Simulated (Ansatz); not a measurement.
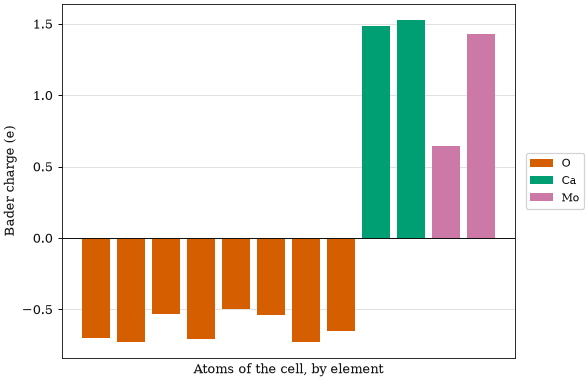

Bader charges of the atoms (positive: electrons lost).

System: CaMoO₄ (amorphous cell), 12 atoms in the cell.

Method: DFT with a composed functional (r2SCAN exchange, PBE correlation), PAW plane waves, no spin polarisation, 4×4×3 k mesh, 500 eV cutoff, Gaussian smearing of 0.23 eV (Ansatz 0.2.0).

Question: Which way does charge flow, and how much?

Answer: The Bader charges are Ca +1.51 e, Mo from +0.65 to +1.43 e and O from −0.73 to −0.50 e. Summed over the cell, Ca gives up most (3.0 e) and O takes most (5.1 e).

Question: Are all Mo atoms alike?

Answer: The charges of the Mo atoms differ by up to 0.78 e, so they sit on unlike sites.

The atoms aren't at rest in this cell (largest force 5.1 eV/Å), so the relaxed material can differ.
